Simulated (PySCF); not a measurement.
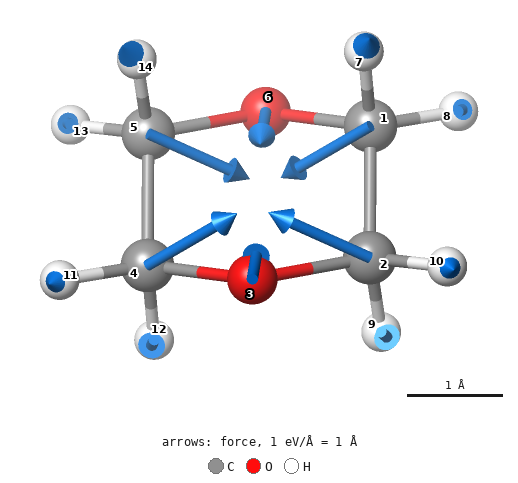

Starting geometry of C4H8O2 with the computed forces as blue arrows. Style: ball-and-stick. Shown at a tilt.

The start comes from MMFF94s.

The calculation used PBE0-D3(BJ)/def2-SVP geometry optimisation, gas phase in PySCF. 

> What follows when this structure is relaxed?

It isn't relaxed: the largest force vector, on C atoms, is 1.25 eV/Å. The final displacements follow the starting forces only in part (cosine between the two patterns 0.57). The largest moves after the best rigid fit, 0.038 Å, are those of H8, H10, H11 and H13. By element the largest moves are H 0.038 Å, O 0.025 Å, C 0.020 Å. Among the contacts that change: C1–O6 1.435 → 1.405 Å, C1–H7 1.096 → 1.110 Å, C1–C2 1.528 → 1.517 Å, C1–H8 1.094 → 1.101 Å. Over 4 geometry steps the energy falls by 2.20 kcal/mol.
